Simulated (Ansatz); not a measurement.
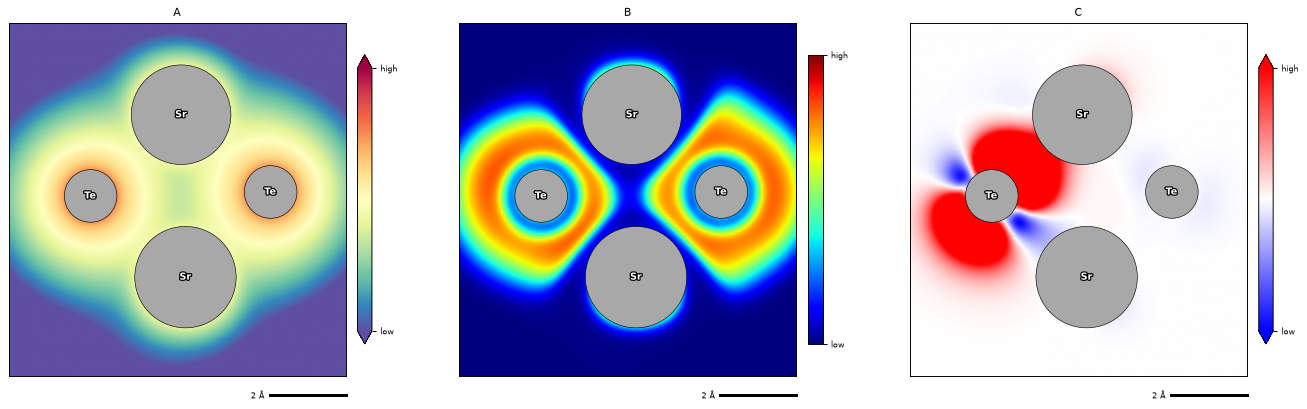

Sr$_{4}$Te$_{4}$ (charge +1, doublet): 3 fields on the plane of atoms Sr1, Te6 and Sr3, with unlabelled colour scales. Grey discs cover the atomic cores.

Geometry: PBE-D4/def2-SVP; core potentials replace the inner electrons of Sr and Te.

Method: UKS PBE0-D4/def2-TZVP (Ansatz 0.2.0).

**Match the panels to the quantities (electron density, electron localisation function and spin density).**

Panel A: electron density. Panel B: electron localisation function. Panel C: spin density (confined to the atoms that carry the unpaired spin). From the grid: Sr–Te (3.11 Å): the density is about 0.22 e/Å³ at the midpoint; the ELF peaks at about 0.70 in the valence shell of Te, 1.3 Å from its nucleus, and is about 0.45 at the midpoint. Sr–Te (3.17 Å): ρ is about 0.2 e/Å³ halfway; the ELF peaks at about 0.75 in the valence shell of Te, 1.3 Å from its nucleus, and is about 0.45 at the midpoint.
